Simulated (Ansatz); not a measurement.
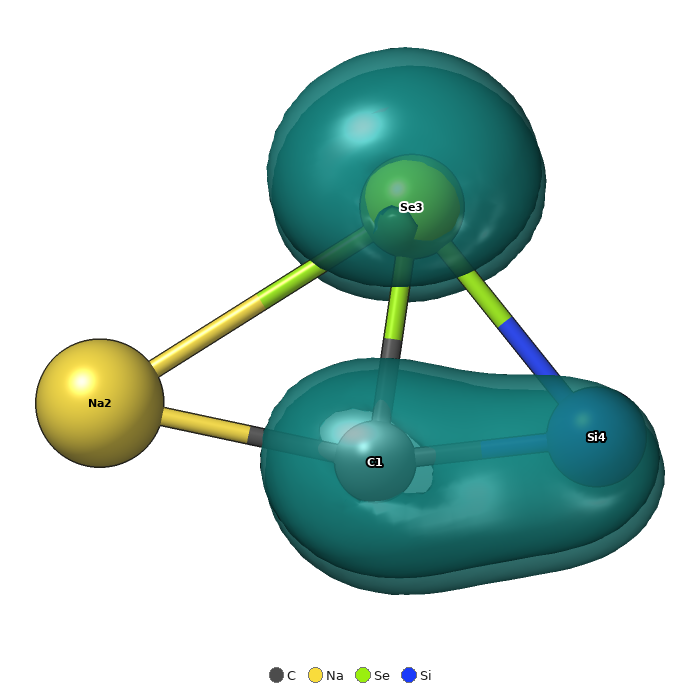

Figure 1: CNaSeSi (doublet). Isosurfaces of the spin density (α minus β) at +0.015 (teal) and −0.015 e/Å³ (pink), seen across its widest extent.

Geometry: B3LYP/6-31G*.

Level of theory: isolated molecule in a Gaussian basis; Kohn-Sham density functional theory, functional PBE0 in Ansatz 0.2.0.

**Describe the spin distribution.**

The unpaired spin (1 electron) lies mostly on Se3 (about 0.4), C1 (about 0.4) and Si4 (about 0.2), in electrons by Hirshfeld's partition.
